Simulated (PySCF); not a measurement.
# C6H8O2: the cost of one run

Programs: PySCF 2.14.0, with routines of our own; each step states its level. All values are computed. Atoms count from 0.

## 1. The starting structure

16 atoms, charge 0, multiplicity 1; geometry from: GFN2-xTB.

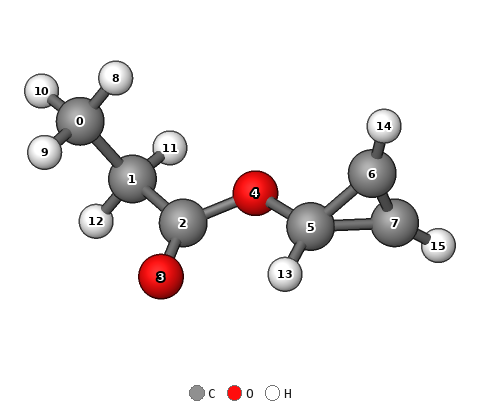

The starting geometry (carbon grey, oxygen red, hydrogen white).

## 2. Vibronic structure: TDDFT HF/6-31G*

What the job is given:

```
{"job": {"kind": "vib", "xc": "HF", "basis": "6-31G*", "tda": false}, "charge": 0, "multiplicity": 1}
C     -2.575573     0.138861    -0.104117
C     -1.538282    -0.984245    -0.066180
C     -0.366790    -0.553174     0.788876
O     -0.362417    -0.549795     1.992666
O      0.653298    -0.150863     0.028346
C      1.832744     0.329546     0.677460
C      2.628107     1.358361    -0.042090
C      3.119728     0.150052    -0.042876
H     -2.153725     1.029634    -0.564140
H     -2.895670     0.386201     0.905215
H     -3.443156    -0.173194    -0.680227
H     -1.184694    -1.210273    -1.071729
H     -1.979596    -1.875643     0.380890
H      1.736160     0.289091     1.756208
H      2.665837     2.373649    -0.350686
H      3.856430    -0.549261    -0.351543
```

Method: TDDFT HF/6-31G* vertical-gradient vibronic structure (displaced harmonic oscillators, Condon), gas phase.

Started as:

```
> OMP_NUM_THREADS=1 python excited_run.py task.json out
```

This one command runs all jobs of the session in turn.

**Question.** How long does this first job take on 1 thread of Arm Neoverse V2, shared host, and how much memory does it need?

About 9.3 s, with a peak of 0.6 GiB.
